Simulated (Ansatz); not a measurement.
## Electronic structure of C3H6Si in real space

```yaml
atoms:
  - { symbol: C, position_ang: [-1.3058, 1.5640, -0.7946] }
  - { symbol: C, position_ang: [-0.4415, 0.5943, -0.7380] }
  - { symbol: C, position_ang: [0.4191, -0.3767, -0.6409] }
  - { symbol: Si, position_ang: [0.8766, -1.1061, 1.0088] }
  - { symbol: H, position_ang: [-0.9886, 2.5997, -0.7405] }
  - { symbol: H, position_ang: [-2.3659, 1.3627, -0.9043] }
  - { symbol: H, position_ang: [0.8749, -0.7635, -1.5514] }
  - { symbol: H, position_ang: [2.3353, -0.9495, 1.2566] }
  - { symbol: H, position_ang: [0.5679, -2.5613, 1.0322] }
  - { symbol: H, position_ang: [0.1111, -0.4147, 2.0749] }
```

Geometry: PBE0-D4/def2-TZVP.

Level of theory: RKS PBE0-D4/def2-TZVPP (Ansatz).

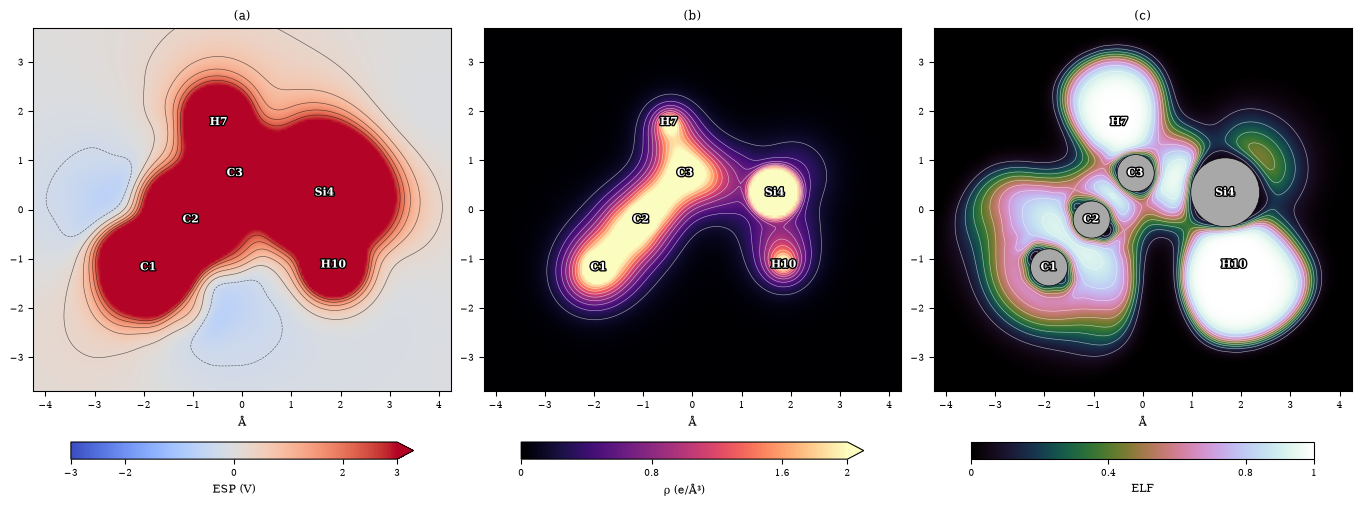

Figure 1. (a) molecular electrostatic potential; (b) electron density; (c) ELF on the plane of atoms Si4, C3 and H7. Grey discs cover the atomic cores in the ELF map.

Question: Describe what can be read from this map.

Answer: Atoms in the plane: C, Si and H. C–C (1.30 Å): ρ is about 2.5 e/Å³ halfway; the ELF peaks at about 0.90 between the atoms (a multiple bond). C–Si (1.86 Å): ρ at the midpoint is about 0.95 e/Å³; the ELF peaks at about 0.95 between the atoms (a shared electron pair). C–H (1.09 Å): ρ is about 2 e/Å³ halfway; the ELF climbs to about 1 towards the hydrogen, as it does in any bond to H; a covalent bond by its length. Si–H (1.48 Å): ρ at the midpoint is about 0.81 e/Å³; the ELF climbs to about 1 towards the hydrogen. Outside the dense part of the molecule the potential is most negative (−0.7 V) near C1.

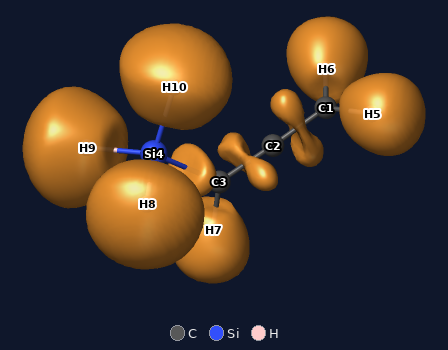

Figure 2. Isosurface of the electron localisation function at 0.85 (orange), seen at a tilt. Core shells and regions of very low density are left out.

Question: What do the ELF domains correspond to?

Answer: The surface consists of two regions between bonded C–C atoms (shared pairs), one region between bonded C–Si atoms (shared pairs) and six regions around hydrogen nuclei.

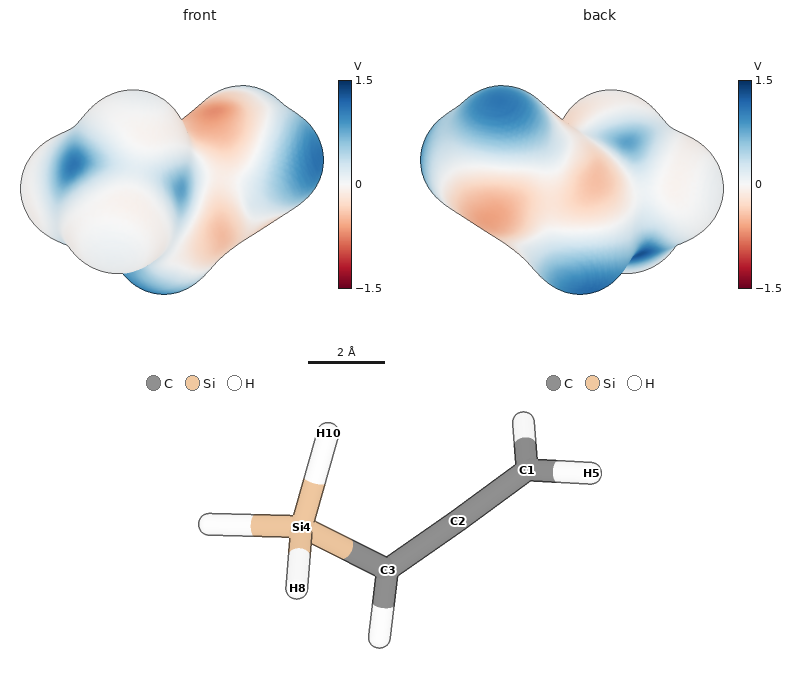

Figure 3. The molecular electrostatic potential painted on the density surface at 0.002 e/bohr³, seen from the front and from behind; the colour scale runs from red (negative) to blue (positive). The bare structure is drawn below in the same view.

Question: Where is the surface potential most negative and most positive?

Answer: The most negative region (about −0.6 V) lies over the π face of C1 and C2, the most positive (about +1.1 V) over Si4, H5 and H7.

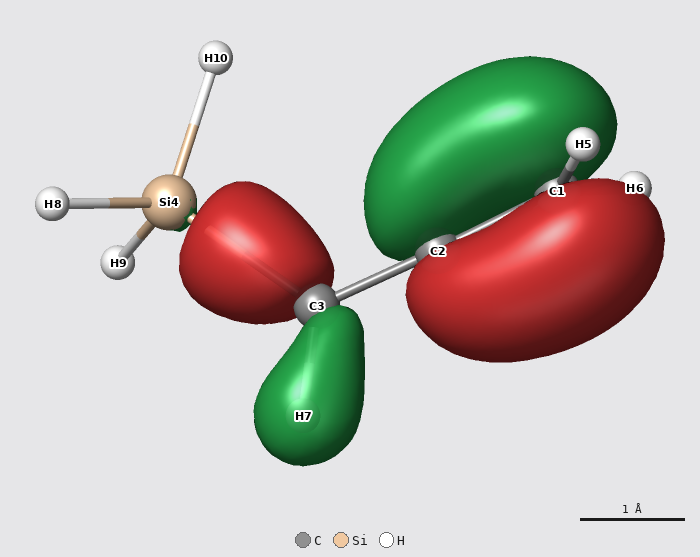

Figure 4. The HOMO at ±0.15 Å⁻³ᐟ² (green and red are the two phases), seen at a tilt.

Question: What is the character of this orbital?

Answer: By Hirshfeld shares it lies mainly on C1 (about 40 %), C2 (about 25 %), C3 (about 10 %) and Si4 (about 5 %); π-bonding across C1–C2. Its energy is −7.55 eV.
